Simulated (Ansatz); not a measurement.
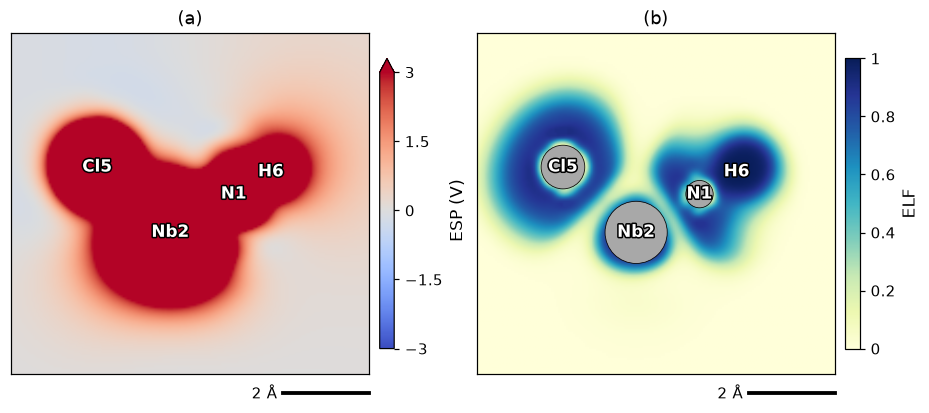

*Cl2FHNNb. (a) electrostatic potential; (b) electron localisation function on the plane of atoms N1, Nb2 and Cl5. Grey discs cover the atomic cores in the ELF map.*

Geometry: PBE0-D4/def2-TZVP; core potentials replace the inner electrons of Nb.

These are results of RKS PBE0-D4/def2-TZVPP (Ansatz 0.2.0), not measurements.

Input

```
crystal:
  periodic: [false, false, false]
  atoms:
    - {symbol: N, position_ang: [-0.523816, 0.526399, 1.051886]}
    - {symbol: Nb, position_ang: [0.238969, -0.227384, -0.299450]}
    - {symbol: F, position_ang: [1.626691, -1.274217, 0.357412]}
    - {symbol: Cl, position_ang: [-1.348091, -1.495880, -1.348453]}
    - {symbol: Cl, position_ang: [1.013811, 1.443019, -1.655011]}
    - {symbol: H, position_ang: [-0.965463, 0.963962, 1.847517]}
basis:
  gaussian: {orbitals: def2-TZVPP}
hamiltonian: {xc: pbe0, dispersion: d4}
output: {orbitals: {seedname: orbitals}}
```

Launched as:

```sh
ansatz run in.yaml --threads 4 --pin off --events-out ev --progress --plain --max-ram 10444MiB
```

> Interpret the plot.

The plane passes through N, Nb, Cl and H nuclei. Nb–N (1.73 Å): the ELF peaks at about 0.70 in the valence shell of N, 0.6 Å from its nucleus, and drops to about 0.35 between the two atoms. Nb–Cl (2.29 Å): the ELF peaks at about 0.85 in the valence shell of Cl, 0.8 Å from its nucleus, and is about 0.40 at the midpoint. N–H (1.01 Å): the ELF climbs to about 1 towards the hydrogen, as it does in any bond to H (an ordinary covalent bond to hydrogen). The potential has no marked negative region in this plane.
